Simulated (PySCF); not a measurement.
## A study: C4H2ClNO, SMILES `N#C/C(C=O)=C\Cl`

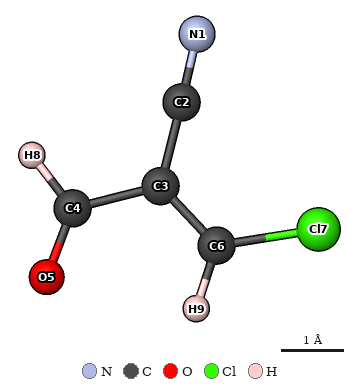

The molecule, with its atoms numbered as below. No frequency check shows the geometry to be a minimum.

Cartesian coordinates (Å):

```
N1      -0.1543   -2.6268    0.0000
C2       0.1361   -1.5188    0.0000
C3       0.5243   -0.1597    0.0000
C4       1.9746    0.1387    0.0000
O5       2.4341    1.2480    0.0000
C6      -0.3614    0.8578    0.0000
Cl7     -2.0383    0.6695    0.0000
H8       2.6122   -0.7620    0.0000
H9       0.0048    1.8772    0.0000
```

### 1. In an electric field

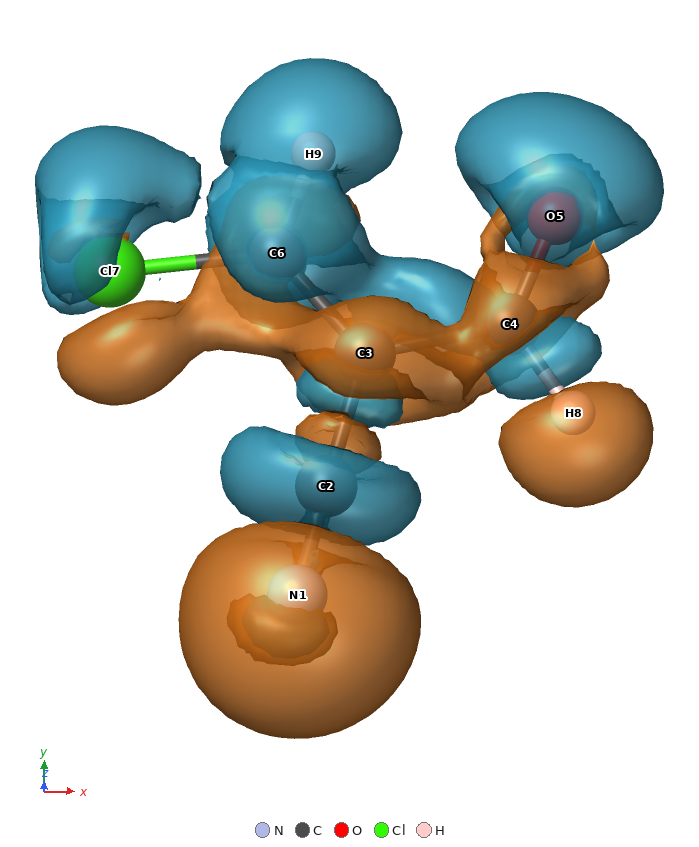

Change of the electron density in a uniform field of 0.51 V/Å, surfaces at ±0.003 e/Å³ (light blue: gain, orange: loss).

Method: B3LYP/6-31+G*; geometry: GFN2-xTB; program: PySCF. The basis has diffuse s and p functions alone, which still leaves polarisabilities too small, most of all across bonds.

Question: Along which Cartesian direction does the field point?

Answer: Along −y: electrons gather on the +y side, against the field.

Question: How large is the response?

Answer: The induced dipole is 2.03 D (along the field); α along this axis, from the fields in both directions, is 80 bohr³ (11.9 Å³).

Question: Which atoms gain and lose the most charge?

Answer: Electrons gather most on O5 (Hirshfeld charge changes by −0.031 e) and leave N1 most (+0.063 e); 0.166 electrons are displaced in all.

### 2. Removing or adding an electron

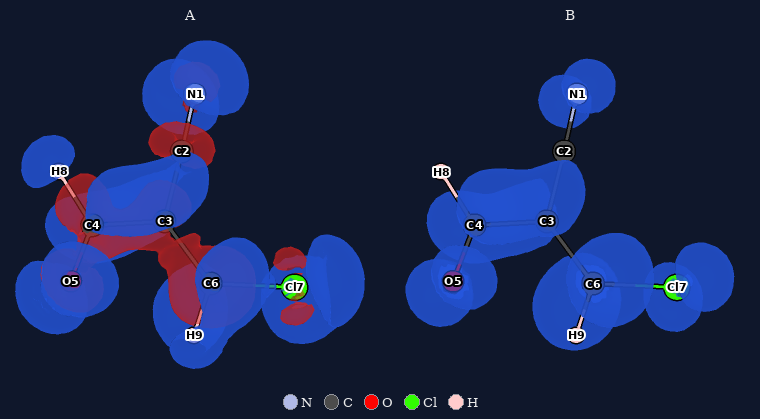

The Fukui function f⁺ from two separate SCF calculations and the density of the LUMO, at ±0.02 e/Å³ (blue positive, red negative).

Method: r2SCAN/def2-SVP; geometry: GFN2-xTB; program: PySCF.

Question: Which panel is which, and how good is the frozen-orbital picture?

Answer: A is f⁺ (it has negative regions), B the LUMO density. The LUMO lies on C6 (30 %), C4 (16 %) and O5 (14 %); f⁺ (Hirshfeld-condensed) is largest on Cl7 (0.18), C6 (0.15) and N1 (0.15); the vertical electron affinity is 1.15 eV (the stability of the anion's solution wasn't checked; the anion's highest orbital has positive energy, so this value and f⁺ depend on the basis). Relaxation shifts 24 % of the electron between atoms. The orbital energy is −3.86 eV.

### 3. The π system

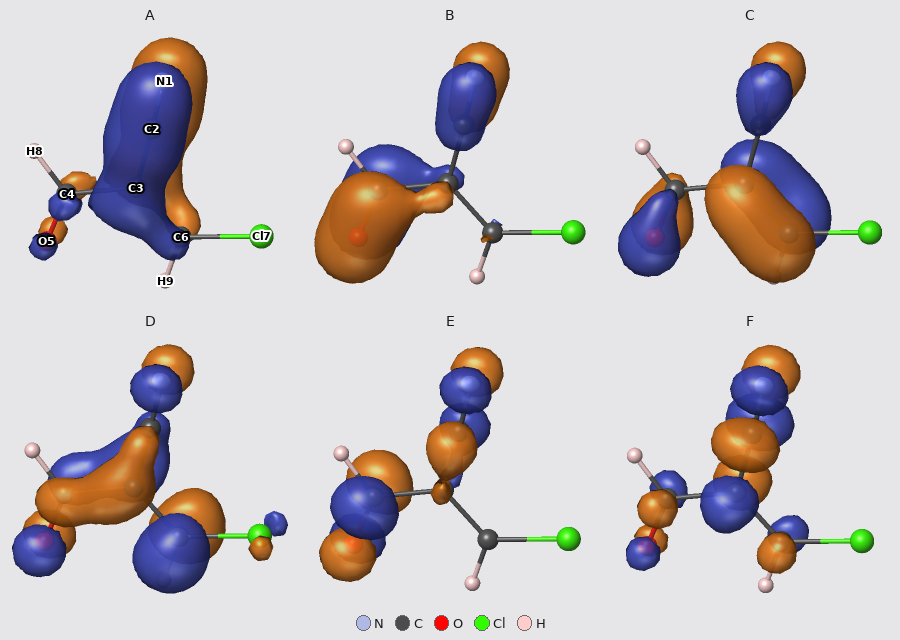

Natural orbitals of the π active space, CASSCF(6,6), singlet state, in order of falling occupation. The active space holds only one of the two perpendicular π systems.

Level of theory: 6-31+G* basis (PySCF), at a geometry from GFN2-xTB.

Question: What are the natural occupation numbers?

Answer: A 1.95, B 1.93, C 1.89, D 0.11, E 0.07, F 0.05.

Question: How multiconfigurational is the state?

Answer: The leading determinant weighs 0.89; the effective number of unpaired electrons, Σ n²(2−n)², is 0.14; the most occupied of the weakly occupied orbitals holds 0.11 e, as in an ordinary closed-shell π system. The active space lowers the energy by 2.37 eV against Hartree–Fock.

Question: Where does the lowest triplet lie relative to the singlet, at this geometry and within this active space?

Answer: 3.44 eV above it by strongly contracted NEVPT2 (+3.38 eV by CASSCF); a small basis tends to put such gaps a few tenths of an eV too high. This is a vertical energy for π states alone; a state that uses lone pairs or σ orbitals may lie lower.
